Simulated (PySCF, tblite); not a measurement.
# C₄H₄S: changes of charge, electronic excitations, EPR parameters, part 2 of 2

tblite 0.8.0 and PySCF 2.14.0. Atoms count from 0. Earlier steps stand in the parts before.

## Step 11: Harmonic vibrations (C4H4S+ (doublet), [CH]1C=C[S+]=C1): PBE0-D3(BJ)/ma-def2-SVP

What the job is given:

```
{"job": {"xc": "PBE0", "basis": "ma-def2-SVP", "d3": "d3bj", "grid": 2, "kind": "hessian"}, "charge": 1, "multiplicity": 2}
C      0.337371    -0.700625     0.622999
C     -0.724330    -0.643329    -0.251602
C     -0.766851     0.598409    -0.946184
S      0.501626     1.666954    -0.506310
C      1.104570     0.496964     0.596944
H      0.584004    -1.546024     1.268909
H     -1.458172    -1.435740    -0.413699
H     -1.507046     0.897554    -1.695136
H      1.996561     0.710084     1.194616
```

Standard output:

```text
coarse grid: 8448 points
cycle   1  E = -552.0513665834  dE =  1.044e+00  |g| = 1.876e-01  |ddm| = 4.418e+00
cycle   2  E = -552.0463106862  dE =  5.056e-03  |g| = 2.371e-01  |ddm| = 2.376e+00
cycle   3  E = -552.0764327301  dE = -3.012e-02  |g| = 2.996e-02  |ddm| = 4.430e-01
cycle   4  E = -552.0768874993  dE = -4.548e-04  |g| = 2.251e-02  |ddm| = 1.391e-01
cycle   5  E = -552.0772221065  dE = -3.346e-04  |g| = 6.594e-03  |ddm| = 8.748e-02
cycle   6  E = -552.0772612520  dE = -3.915e-05  |g| = 2.758e-03  |ddm| = 2.886e-02
cycle   7  E = -552.0772710200  dE = -9.768e-06  |g| = 8.919e-04  |ddm| = 1.763e-02
final grid: 78072 points
cycle   8  E = -552.1366670823  dE = -7.092e-06  |g| = 6.111e-03  |ddm| = 8.470e-02
cycle   9  E = -552.1366344590  dE =  3.262e-05  |g| = 9.475e-03  |ddm| = 3.003e-02
cycle  10  E = -552.1366889825  dE = -5.452e-05  |g| = 5.787e-04  |ddm| = 2.122e-02
cycle  11  E = -552.1366891624  dE = -1.799e-07  |g| = 2.230e-04  |ddm| = 1.484e-03
cycle  12  E = -552.1366891905  dE = -2.810e-08  |g| = 8.688e-05  |ddm| = 6.698e-04
cycle  13  E = -552.1366891956  dE = -5.089e-09  |g| = 4.457e-05  |ddm| = 2.447e-04
cycle  14  E = -552.1366891977  dE = -2.052e-09  |g| = 8.258e-06  |ddm| = 2.005e-04
cycle  15  E = -552.1366891978  dE = -1.735e-10  |g| = 1.603e-06  |ddm| = 9.171e-05
cycle  16  E = -552.1366891978  dE = -4.320e-12  |g| = 4.817e-07  |ddm| = 1.570e-05
converged SCF energy = -552.1366891978

mode    cm-1
  1     369.5
  2     461.4
  3     544.7
  4     625.2
  5     715.2
  6     806.5
  7     843.6
  8     872.9
  9     877.6
 10     958.5
 11    1013.9
 12    1079.0
 13    1119.8
 14    1244.8
 15    1370.6
 16    1371.5
 17    1557.0
 18    3240.6
 19    3246.3
 20    3251.7
 21    3262.9
ZPE 172.460  H(298)-E 186.224  G(298)-E 100.521 kJ/mol  S 287.45 J/(mol K)
```

Wall time 4.8 min (1 thread of Arm Neoverse V1, shared host); peak memory 1.8 GiB.

Zero-point energy 172.46 kJ/mol (xTB gave 164.31).

## Step 12: Single point (C4H4S): wB97X-D3(BJ)/ma-def2-TZVP

Geometry: PBE0-D3(BJ)/ma-def2-SVP, that of another charge or spin state.

The job, as its differences from that of step 11:

```diff
@@ -1,2 +1,2 @@
-{"job": {"xc": "PBE0", "basis": "ma-def2-SVP", "d3": "d3bj", "grid": 2, "kind": "hessian"}, "charge": 1, "multiplicity": 2}
+{"job": {"kind": "sp", "xc": "wB97X", "basis": "ma-def2-TZVP", "d3": "d3bj", "grid": 2}, "charge": 0, "multiplicity": 1}
 C      0.337371    -0.700625     0.622999
```

Standard output:

```text
coarse grid: 8448 points
cycle   1  E = -553.1451810259  dE =  9.713e-01  |g| = 2.351e-01  |ddm| = 2.497e+00
cycle   2  E = -553.1606536673  dE = -1.547e-02  |g| = 1.359e-01  |ddm| = 3.011e-01
cycle   3  E = -553.1643890824  dE = -3.735e-03  |g| = 5.724e-02  |ddm| = 1.561e-01
cycle   4  E = -553.1653352023  dE = -9.461e-04  |g| = 9.985e-03  |ddm| = 9.449e-02
cycle   5  E = -553.1653749120  dE = -3.971e-05  |g| = 3.153e-03  |ddm| = 3.059e-02
cycle   6  E = -553.1653781735  dE = -3.262e-06  |g| = 1.238e-03  |ddm| = 8.870e-03
final grid: 78072 points
cycle   7  E = -553.1568163299  dE = -2.980e-05  |g| = 2.157e-03  |ddm| = 3.667e-02
cycle   8  E = -553.1568168402  dE = -5.103e-07  |g| = 1.758e-03  |ddm| = 4.700e-03
cycle   9  E = -553.1568175396  dE = -6.994e-07  |g| = 2.345e-04  |ddm| = 1.584e-03
cycle  10  E = -553.1568175591  dE = -1.948e-08  |g| = 9.929e-05  |ddm| = 6.385e-04
cycle  11  E = -553.1568175617  dE = -2.683e-09  |g| = 3.064e-05  |ddm| = 1.447e-04
converged SCF energy = -553.1568175617
```

Run time: 7.5 s. Hardware: 1 thread of Arm Neoverse V1, shared host; peak memory 0.65 GiB.

## Step 13: Single point (C4H4S+ (doublet), [CH]1C=C[S+]=C1): wB97X-D3(BJ)/ma-def2-TZVP

Geometry: PBE0-D3(BJ)/ma-def2-SVP.

The job, as its differences from that of step 12:

```diff
@@ -1,2 +1,2 @@
-{"job": {"kind": "sp", "xc": "wB97X", "basis": "ma-def2-TZVP", "d3": "d3bj", "grid": 2}, "charge": 0, "multiplicity": 1}
+{"job": {"kind": "sp", "xc": "wB97X", "basis": "ma-def2-TZVP", "d3": "d3bj", "grid": 2}, "charge": 1, "multiplicity": 2}
 C      0.337371    -0.700625     0.622999
```

Standard output:

```text
final grid: 78072 points
cycle   1  E = -552.8211814490  dE = -2.194e-02  |g| = 2.016e-01  |ddm| = 3.284e-01
cycle   2  E = -552.8276581317  dE = -6.477e-03  |g| = 1.673e-01  |ddm| = 2.309e-01
cycle   3  E = -552.8411609205  dE = -1.350e-02  |g| = 1.283e-02  |ddm| = 1.133e-01
cycle   4  E = -552.8413134935  dE = -1.526e-04  |g| = 5.981e-03  |ddm| = 1.461e-02
cycle   5  E = -552.8413942325  dE = -8.074e-05  |g| = 2.458e-03  |ddm| = 1.209e-02
cycle   6  E = -552.8414069268  dE = -1.269e-05  |g| = 1.111e-03  |ddm| = 4.692e-03
cycle   7  E = -552.8414087875  dE = -1.861e-06  |g| = 3.290e-04  |ddm| = 2.047e-03
cycle   8  E = -552.8414090306  dE = -2.431e-07  |g| = 1.462e-04  |ddm| = 7.765e-04
cycle   9  E = -552.8414091111  dE = -8.045e-08  |g| = 8.346e-05  |ddm| = 4.542e-04
cycle  10  E = -552.8414091294  dE = -1.826e-08  |g| = 5.867e-05  |ddm| = 1.758e-04
cycle  11  E = -552.8414091408  dE = -1.143e-08  |g| = 2.564e-05  |ddm| = 1.783e-04
cycle  12  E = -552.8414091433  dE = -2.559e-09  |g| = 1.476e-05  |ddm| = 8.962e-05
converged SCF energy = -552.8414091433
```

Wall time 18 s (1 thread of Arm Neoverse V1, shared host); peak memory 0.77 GiB.

## Step 14: Single point (C4H4S− (doublet)): wB97X-D3(BJ)/ma-def2-TZVP

Geometry: PBE0-D3(BJ)/ma-def2-SVP, that of another charge or spin state.

What the job is given:

```
{"job": {"kind": "sp", "xc": "wB97X", "basis": "ma-def2-TZVP", "d3": "d3bj", "grid": 2}, "charge": -1, "multiplicity": 2}
C      0.532575    -0.842096     0.083613
C     -0.850871    -0.503141     0.119729
C     -1.066153     0.838345    -0.060944
S      0.409825     1.690480    -0.276239
C      1.333966     0.250382    -0.123368
H      0.919607    -1.854969     0.205631
H     -1.655477    -1.223979     0.273342
H     -2.016001     1.371752    -0.079091
H      2.420535     0.284709    -0.195770
```

Standard output:

```text
final grid: 78072 points
cycle   1  E = -553.1229536361  dE = -4.671e-04  |g| = 1.518e-02  |ddm| = 2.543e+00
cycle   2  E = -553.1230121481  dE = -5.851e-05  |g| = 1.543e-02  |ddm| = 7.675e-01
cycle   3  E = -553.1231548092  dE = -1.427e-04  |g| = 2.119e-03  |ddm| = 4.442e-01
cycle   4  E = -553.1231881361  dE = -3.333e-05  |g| = 1.872e-03  |ddm| = 8.762e-01
cycle   5  E = -553.1232247746  dE = -3.664e-05  |g| = 1.704e-03  |ddm| = 1.188e+00
cycle   6  E = -553.1232814472  dE = -5.667e-05  |g| = 1.701e-03  |ddm| = 2.139e+00
cycle   7  E = -553.1234342383  dE = -1.528e-04  |g| = 1.520e-03  |ddm| = 6.130e+00
cycle   8  E = -553.1237103563  dE = -2.761e-04  |g| = 2.345e-03  |ddm| = 1.593e+01
cycle   9  E = -553.1236851093  dE =  2.525e-05  |g| = 7.022e-04  |ddm| = 3.874e+00
cycle  10  E = -553.1237199657  dE = -3.486e-05  |g| = 9.005e-04  |ddm| = 5.178e+00
cycle  11  E = -553.1237224175  dE = -2.452e-06  |g| = 3.110e-04  |ddm| = 5.414e-01
cycle  12  E = -553.1237234928  dE = -1.075e-06  |g| = 1.194e-04  |ddm| = 3.107e-01
cycle  13  E = -553.1237234082  dE =  8.463e-08  |g| = 2.300e-04  |ddm| = 4.689e-01
cycle  14  E = -553.1237237229  dE = -3.146e-07  |g| = 6.031e-05  |ddm| = 5.742e-01
cycle  15  E = -553.1237237624  dE = -3.957e-08  |g| = 1.827e-05  |ddm| = 1.113e-01
cycle  16  E = -553.1237237653  dE = -2.841e-09  |g| = 7.756e-06  |ddm| = 3.836e-02
converged SCF energy = -553.1237237653
```

Wall time 22 s (1 thread of Arm Neoverse V1, shared host); peak memory 0.78 GiB.

## Step 15: Changes of charge: wB97X-D3(BJ)/ma-def2-TZVP

This step combines the energies above: geometries from PBE0-D3(BJ)/ma-def2-SVP, zero-point and thermal terms from PBE0-D3(BJ)/ma-def2-SVP.

The job, as its differences from that of step 14:

```diff
@@ -1,2 +1,2 @@
-{"job": {"kind": "sp", "xc": "wB97X", "basis": "ma-def2-TZVP", "d3": "d3bj", "grid": 2}, "charge": -1, "multiplicity": 2}
+{"job": {"kind": "rx", "dirs": [1, -1], "geom": {"xc": "PBE0", "basis": "ma-def2-SVP", "d3": "d3bj", "grid": 1}, "hess": 1, "level": {"xc": "wB97X", "basis": "ma-def2-TZVP", "d3": "d3bj"}}, "charge": 0, "multiplicity": 1}
 C      0.532575    -0.842096     0.083613
```

Output (the driver's rows laid out field by field):

```text
ionisation and electron attachment, wB97X-D3(BJ)/ma-def2-TZVP // PBE0-D3(BJ)/ma-def2-SVP

row 1
  change                  oxidation
  charge                  1
  multiplicity            2
  vertical_ev             8.9824
  vertical_s2             0.769
  formula                 C4H4S
  smiles                  [CH]1C=C[S+]=C1
  kept                    yes
  pieces                  1
  point_group             C2v
  adiabatic_electronic_ev 8.8096
  adiabatic_ev            8.7711
  free_energy_ev          8.7485
  s2                      0.772
  bonds_moved             1 2 1.371 1.423; 0 4 1.371 1.422; 0 1 1.425 1.377; 2 7 1.09 1.095
  spin_on                 4 C 0.519; 2 C 0.517; 3 S -0.102
  charge_moved            4 C 0.203; 2 C 0.203; 3 S 0.172; 1 C 0.086
  vertical_back_ev        8.5827
  relaxation_parent_ev    0.2269
  relaxation_ion_ev       0.1728
  reorganisation_ev       0.3997

row 2
  change                  reduction
  charge                  -1
  multiplicity            2
  vertical_ev             -1.1275
  vertical_s2             0.75
  unbound                 yes
```

It took 9.6 min on 1 thread of Arm Neoverse V1, shared host; peak memory 0.78 GiB.

Energy taken up on oxidation, or given off on reduction (eV; adiabatic with zero-point energy):

```
                    change          product  vertical  adiabatic  free energy  reorganisation  ⟨S²⟩
oxidation (multiplicity 2)  [CH]1C=C[S+]=C1      8.98       8.77         8.75            0.40  0.77
reduction (multiplicity 2)                –     -1.13          –            –               –     –
```

On oxidation to multiplicity 2 charge changes most on C4 (+0.20 e), C2 (+0.20 e), S3 (+0.17 e); the spin sits on C4 (0.52), C2 (0.52), S3 (-0.10); the bond C1–C2 goes from 1.371 to 1.423 Å.

## Step 16: Electronic excitations: TDDFT CAM-B3LYP/def2-SVPD

What the job is given:

```
{"job": {"kind": "uv", "xc": "CAM-B3LYP", "basis": "def2-SVPD", "nstates": 6, "ntriplets": 0}, "charge": 0, "multiplicity": 1}
C      0.532575    -0.842096     0.083613
C     -0.850871    -0.503141     0.119729
C     -1.066153     0.838345    -0.060944
S      0.409825     1.690480    -0.276239
C      1.333966     0.250382    -0.123368
H      0.919607    -1.854969     0.205631
H     -1.655477    -1.223979     0.273342
H     -2.016001     1.371752    -0.079091
H      2.420535     0.284709    -0.195770
```

With the program's defaults for keys left out, this is: TDDFT CAM-B3LYP/def2-SVPD, vertical, gas phase, core orbitals frozen in the response.

Standard output:

```text
coarse grid: 8448 points
cycle   1  E = -552.6089583437  dE =  9.209e-01  |g| = 2.295e-01  |ddm| = 5.171e+00
cycle   2  E = -552.6166202708  dE = -7.662e-03  |g| = 1.978e-01  |ddm| = 9.941e-01
cycle   3  E = -552.6262894514  dE = -9.669e-03  |g| = 5.297e-02  |ddm| = 4.687e-01
cycle   4  E = -552.6270964098  dE = -8.070e-04  |g| = 1.358e-02  |ddm| = 1.350e-01
cycle   5  E = -552.6271494792  dE = -5.307e-05  |g| = 3.564e-03  |ddm| = 4.189e-02
cycle   6  E = -552.6271531045  dE = -3.625e-06  |g| = 9.661e-04  |ddm| = 9.599e-03
final grid: 78072 points
cycle   7  E = -552.6964419879  dE = -1.769e-05  |g| = 2.932e-03  |ddm| = 6.862e-02
cycle   8  E = -552.6964417032  dE =  2.847e-07  |g| = 3.165e-03  |ddm| = 1.220e-02
cycle   9  E = -552.6964443636  dE = -2.660e-06  |g| = 1.897e-04  |ddm| = 6.714e-03
cycle  10  E = -552.6964443702  dE = -6.652e-09  |g| = 1.506e-04  |ddm| = 7.777e-04
cycle  11  E = -552.6964443766  dE = -6.321e-09  |g| = 2.895e-05  |ddm| = 3.099e-04
cycle  12  E = -552.6964443768  dE = -2.402e-10  |g| = 6.933e-06  |ddm| = 6.114e-05
converged SCF energy = -552.6964443768

Static polarisability (au): isotropic 61.985, principal 42.156 68.689 75.111

Singlet excitations
state   eV       nm        f      main configurations
  1   5.8496    212.0   0.08252   H->L 0.95
  2   5.9279    209.2   0.09553   H-1->L 0.86, H->L+5 0.12
  3   6.3957    193.9   0.00618   H->L+1 0.85, H->L+9 0.10
  4   6.4332    192.7   0.00000   H-1->L+1 0.78, H-1->L+9 0.12
  5   6.8280    181.6   0.00000   H->L+2 0.75, H->L+3 0.21
  6   7.1246    174.0   0.00320   H-1->L+2 0.88
```

Run time: 9.1 s. Hardware: 1 thread of Arm Neoverse V1, shared host; peak memory 0.65 GiB.

The orbitals next to the gap, with their largest atomic shares:

```
orbital      eV                      atoms
 HOMO−3  -12.36  S3 22 %, C4 17 %, C2 17 %
 HOMO−2  -11.18    S3 60 %, C4 9 %, C2 9 %
 HOMO−1   -8.51  S3 43 %, C0 18 %, C1 18 %
   HOMO   -8.19  C2 28 %, C4 28 %, C1 15 %
   LUMO    0.61  S3 23 %, C4 21 %, C2 21 %
 LUMO+1    1.33    S3 78 %, H7 5 %, H8 5 %
 LUMO+2    1.51    S3 58 %, C0 7 %, C1 7 %
```

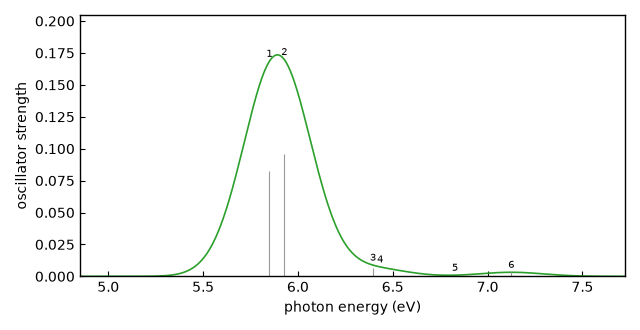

Absorption spectrum from the 6 singlet states computed; above the last one it falls off for lack of states. Lines are broadened to a width of 0.40 eV (Gaussian).

Further results of this job:

```
           property  computed
  dipole moment (D)      0.54
polarisability (Å³)      9.19
 HOMO–LUMO gap (eV)      8.80
      −ε(HOMO) (eV)      8.19
```

## Step 17: EPR parameters (C4H4S+ (doublet), [CH]1C=C[S+]=C1): UKS B3LYP, pcH-1 on C H S

What the job is given:

```
{"job": {"kind": "epr", "basis": "pcH-1"}, "charge": 1, "multiplicity": 2}
C      0.337371    -0.700625     0.622999
C     -0.724330    -0.643329    -0.251602
C     -0.766851     0.598409    -0.946184
S      0.501626     1.666954    -0.506310
C      1.104570     0.496964     0.596944
H      0.584004    -1.546024     1.268909
H     -1.458172    -1.435740    -0.413699
H     -1.507046     0.897554    -1.695136
H      1.996561     0.710084     1.194616
```

With the program's defaults for keys left out, this is: UKS B3LYP, pcH-1 on C H S, non-relativistic, mean-field spin-orbit, GIAO.

Standard output:

```text
UKS, coarse grid
  cycle   1  E = -552.67674415  |g| = 2.18e-01
  cycle   2  E = -552.66036674  |g| = 2.71e-01
  cycle   3  E = -552.69669659  |g| = 5.23e-02
  cycle   4  E = -552.69802683  |g| = 2.66e-02
  cycle   5  E = -552.69843942  |g| = 7.92e-03
  cycle   6  E = -552.69847709  |g| = 2.33e-03
  cycle   7  E = -552.69848359  |g| = 1.29e-03
  cycle   8  E = -552.69848447  |g| = 8.44e-04
UKS, final grid
  cycle   1  E = -552.69846944  |g| = 1.88e-03
  cycle   2  E = -552.69846120  |g| = 4.23e-03
  cycle   3  E = -552.69847146  |g| = 7.70e-05
  cycle   4  E = -552.69847146  |g| = 1.86e-05
E = -552.69847146 Eh   <S^2> = 0.7657 (exact 0.7500)
g shifts (ppm)      1          2          3
  rmc          -128       -128       -128
  gc             35          3         29
  oz_so       -1529       -252        -99
  total       -1622       -377       -197
hyperfine (MHz)  atom isotope    a_iso     a_fc   dipolar eigenvalues
    0   13C      -8.45      -8.43     -6.40     -5.14     11.54
    1   13C      -7.93      -7.91     -6.78     -5.51     12.29
    2   13C      48.56      48.68    -43.98    -42.89     86.87
    3   33S      -3.60      -3.69    -11.66      5.12      6.54
    4   13C      48.82      48.94    -44.09    -42.97     87.06
    5    1H      -6.69      -6.69     -5.37     -3.37      8.74
    6    1H      -7.02      -7.02     -5.51     -3.37      8.88
    7    1H     -37.87     -37.87    -20.26     -3.18     23.45
    8    1H     -37.95     -37.95    -20.30     -3.18     23.48
```

Wall time 21 s (1 thread of Arm Neoverse V1, shared host); peak memory 0.56 GiB.

Principal g values 2.00070, 2.00194, 2.00212; g(iso) = 2.00159, against 2.00232 for a free electron.

Hyperfine couplings; where a row names several nuclei, a(iso) is their mean (it holds for fast rotation or exchange) and the dipolar term the largest among them:

```
nuclei  isotope  a(iso) (MHz)  a(iso) (G, at g = 2.0023)  largest dipolar term (MHz)
C2, C4      13C          48.7                       17.4                        87.1
H7, H8       1H         -37.9                      -13.5                        23.5
C0, C1      13C          -8.2                       -2.9                        12.3
H5, H6       1H          -6.9                       -2.4                         8.9
    S3      33S          -3.6                       -1.3                       -11.7
```

Mulliken spin populations:

```
atom  value (e)
  C0       0.04
  C1       0.05
  C2       0.54
  S3      -0.11
  C4       0.54
  H5       0.00
  H6       0.00
  H7      -0.02
  H8      -0.02
```

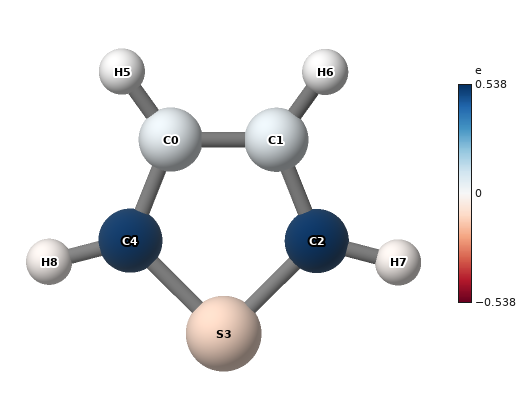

Mulliken spin populations, as colours on the atoms.

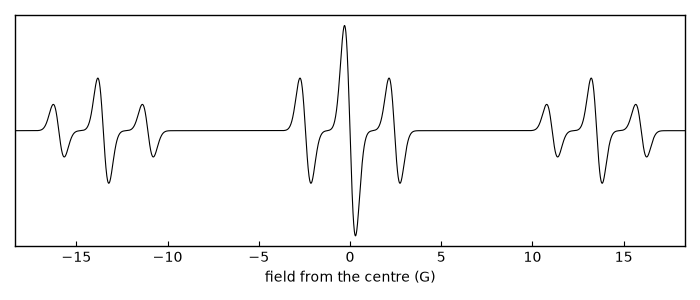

First-order isotropic spectrum (first derivative, main isotopes with spin only, couplings over 0.8 MHz, Gaussian width 0.3 G; couplings of the frozen geometry, rotation of groups not averaged beyond the rows shown).

## Step 18: Spectra of the species

What the job is given:

```
{"job": {"kind": "rx", "dirs": [1, -1], "geom": {"xc": "PBE0", "basis": "ma-def2-SVP", "d3": "d3bj", "grid": 1}, "hess": 1, "level": {"xc": "wB97X", "basis": "ma-def2-TZVP", "d3": "d3bj"}, "spectra": true}, "charge": 0, "multiplicity": 1}
C      0.532575    -0.842096     0.083613
C     -0.850871    -0.503141     0.119729
C     -1.066153     0.838345    -0.060944
S      0.409825     1.690480    -0.276239
C      1.333966     0.250382    -0.123368
H      0.919607    -1.854969     0.205631
H     -1.655477    -1.223979     0.273342
H     -2.016001     1.371752    -0.079091
H      2.420535     0.284709    -0.195770
```

Standard output:

```text
uv c1ccsc1 +0: TDDFT CAM-B3LYP/def2-SVPD, vertical, gas phase, core orbitals frozen in the response
epr [CH]1C=C[S+]=C1 +1: UKS B3LYP, pcH-1 on C H S, non-relativistic, mean-field spin-orbit, GIAO
```

It took 30 s on 1 thread of Arm Neoverse V1, shared host; peak memory 0.56 GiB.

This step only lists the spectra that were run on the species above.

## Step 19: Results

This closing draws on all 2 parts.

```
                                     quantity                                                      value
    strongest single infrared mode (GFN2-xTB)                                       3135 cm⁻¹, 29 km/mol
                 zero-point energy (GFN2-xTB)                                              40.8 kcal/mol
                                  point group                                                        C2v
         rotational constants (main isotopes)                                       8.03, 5.41, 3.23 GHz
ionisation energy (wB97X-D3(BJ)/ma-def2-TZVP)                        vertical 8.98 eV, adiabatic 8.77 eV
electron affinity (wB97X-D3(BJ)/ma-def2-TZVP)  vertical -1.13 eV (unbound: the value hangs on the basis)
         lowest singlet (CAM-B3LYP/def2-SVPD)                                5.85 eV (212 nm), f = 0.083
     brightest single state of those computed                                state 2, 5.93 eV, f = 0.096
```

All 21 modes are real, so the xTB geometry is a minimum. The strongest single mode, at 3135 cm⁻¹, moves mainly H5 and H6. GFN2-xTB is a fitted tight-binding method: band positions and strengths are rough. Its intensities can rank the bands wrongly. The optimisation took 2 steps and gained 0.039 eV; among the close pairs (by a distance rule), C2–H7 changed most, from 1.072 to 1.090 Å (PBE0/ma-def2-SVP). At wB97X-D3(BJ)/ma-def2-TZVP, relaxation with the zero-point term after oxidation moves the energy taken up from 8.98 eV (vertical) to 8.77 eV (adiabatic, with zero-point energy). The lowest singlet, at 5.85 eV, is HOMO→LUMO 0.95 and is bright; of the 6 states computed, the strongest absorption comes from state 2 at 5.93 eV.
